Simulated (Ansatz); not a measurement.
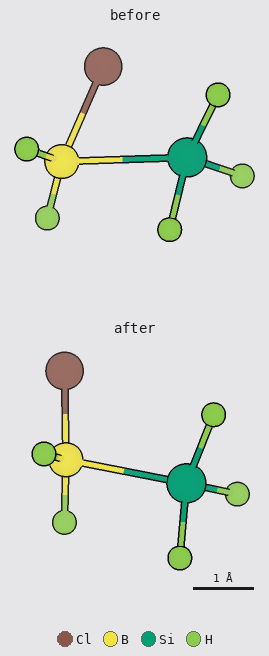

The structure of BSiH$_{5}$Cl (multiplicity 2) (started from a transition state, displaced along its imaginary mode) before (top) and after (bottom) a relaxation, at one scale.

Style: ball-and-stick. Shown at a tilt.

Computed with UKS PBE0-D4/def2-TZVP (Ansatz 0.2.0).

Input
```yaml
crystal:
  periodic: [false, false, false]
  atoms:
    - {symbol: Cl, position_ang: [-0.603675, -1.378360, 1.176023]}
    - {symbol: B, position_ang: [0.727053, 0.026202, 0.938706]}
    - {symbol: Si, position_ang: [-0.525809, 0.049366, -0.776671]}
    - {symbol: H, position_ang: [0.534888, 1.037144, 1.577875]}
    - {symbol: H, position_ang: [1.831113, -0.354412, 0.612045]}
    - {symbol: H, position_ang: [-1.918366, 0.564262, -0.620214]}
    - {symbol: H, position_ang: [0.350663, 1.126590, -1.152888]}
    - {symbol: H, position_ang: [-0.395966, -1.070793, -1.754977]}
basis:
  gaussian: {orbitals: def2-TZVP}
magnetization: {spin_polarized: true, initial_magnetization: 1}
hamiltonian: {xc: pbe0, dispersion: d4}
relax: {f_tol: 0.005, max_steps: 200}
```

> Summarise the run.

The atom that moves furthest after the best rigid fit is Cl1 (0.70 Å). By element the largest moves are Cl 0.70 Å, H 0.37 Å, B 0.30 Å, Si 0.26 Å. Among the contacts that change: Cl1–Si3 2.420 → 3.206 Å, Cl1–B2 1.949 → 1.773 Å, Si3–H7 1.439 → 1.481 Å, B2–Si3 2.124 → 2.148 Å. Bond angles that change, for instance: Cl1–B2–Si3 72.8° → 109.3°, B2–Si3–H7 82.0° → 104.3°, Si3–B2–H4 108.9° → 90.7°. Over 9 geometry steps the energy falls by 0.495 eV. The largest force component goes from 1 to 0.0007 eV/Å. The run took of the order of 70 core-seconds on a shared host.
